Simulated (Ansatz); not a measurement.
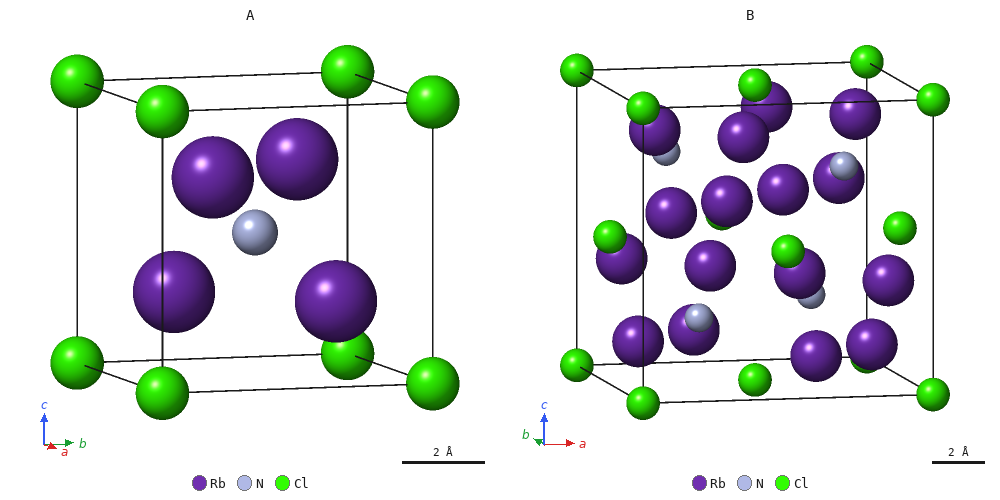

Two structures of Rb4NCl, each relaxed to rest (conventional cells in solid outline, small ones repeated, not to one scale). Method: DFT PBE, scalar-relativistic, plane waves, PAW (Ansatz 0.2.0), with collinear spins.

What are the two structures?

A: 6 atoms a cell on a primitive cubic lattice, P-43m. B: 24 atoms a cell on a face-centred cubic lattice, F-43m.

Compare their energies: which is lower?

A is lower, by 686 meV/atom at this level of theory (energies at zero smearing). Volumes: A 56.0, B 65.3 Å³/atom.

One or both may be structure types tried for this composition rather than known phases.
